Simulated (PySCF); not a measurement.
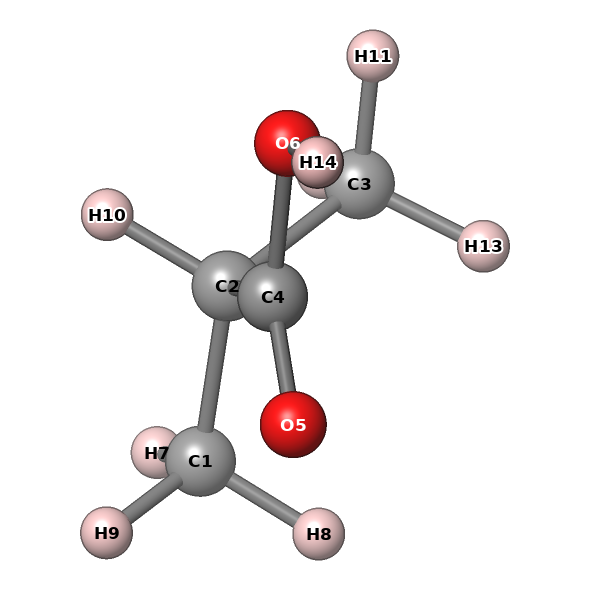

C2 lies behind C4. The molecule seen a little off the C4–C2 bond, C4 in front. Atoms fade into the background with distance from the viewer. The computed structure is the end point of a PBE0-D3(BJ)/def2-SVP optimisation. No frequency run is at hand to confirm it as a minimum.

> What is the torsion angle O6–C4–C2–C1? The sign is positive where the front bond must turn clockwise to cover the back bond.

−176°, antiperiplanar (anti).
